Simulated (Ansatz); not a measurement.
## Profile along the Hf–O line in HfO2 (tetragonal-ZrO2 type, space group P4_2/nmc)

HfO$_{2}$ (tetragonal-ZrO2 type, space group P4_2/nmc)

```yaml
crystal:
  lattice:
    - [3.60443, 0.00000, 0.00000]
    - [0.00000, 3.60443, 0.00000]
    - [0.00000, 0.00000, 5.26427]
  atoms:
    - { symbol: Hf, position: [0.00000, 0.00000, 0.00000] }
    - { symbol: Hf, position: [0.50000, 0.50000, 0.50000] }
    - { symbol: O, position: [0.00000, 0.50000, 0.19324] }
    - { symbol: O, position: [0.00000, 0.50000, 0.69324] }
    - { symbol: O, position: [0.50000, 0.00000, 0.30676] }
    - { symbol: O, position: [0.50000, 0.00000, 0.80676] }
```

Fields along a shortest Hf–O line of a (010) plane (2.07 Å), from Hf to O, interpolated on the slice's grid (step about 0.2 Å). These are PBE (plane waves to 420 eV, PAW, scalar-relativistic; Ansatz, an electronic-structure program) values and carry that method's errors. k mesh 9×9×6. Near the nuclei the fields are pseudised (PAW); where an atom keeps semicore shells as valence, they peak there. HfO2 is run without spin polarisation. HfO2 was relaxed with its symmetry unable to fall. Spin-orbit coupling is left out, though Hf is heavy. This is a high-temperature form of HfO2.

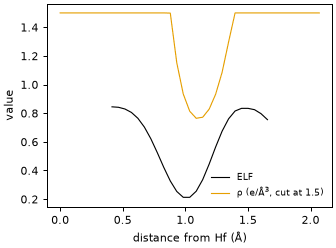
Figure: ELF (away from the nuclei) and valence density from Hf to O.

Density on the Hf–O line (2.07 Å) at its density minimum, 1.1 Å from Hf: 0.76 e/Å³. ELF at that point: 0.3.
